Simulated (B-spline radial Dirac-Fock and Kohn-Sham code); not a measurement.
The ion Sb³⁺. Level of theory: a Dirac–Hartree–Slater potential; 1 + βP₂(cos θ) + (δ + γ cos²θ) sin θ cos φ with E1 and E1–E2 terms; calculated with a B-spline radial code.

Predict the main features of the following plot. Angular distribution of photoelectrons from M4 (3d3/2) in the plane of the polarisation E (up) and the photon direction k (right), relative to an isotropic one.

At 814 eV, β = 0.754, γ = −0.082 and δ = 0.011. At 2.88 keV, β = 1.201, γ = 0.625 and δ = 0.092. At 2.88 keV the emission 45° forward of E is 1.6 times that 45° backward, and the lobe peaks 10° from E towards k.

The computed plot:

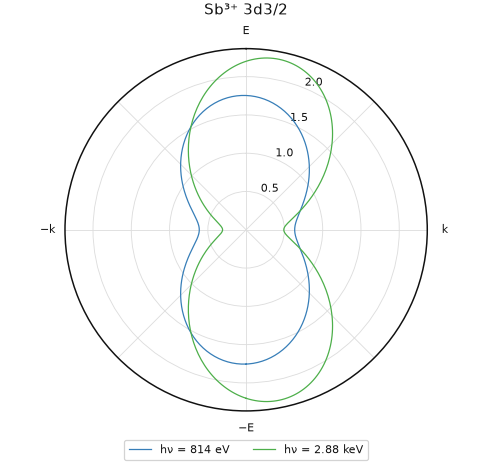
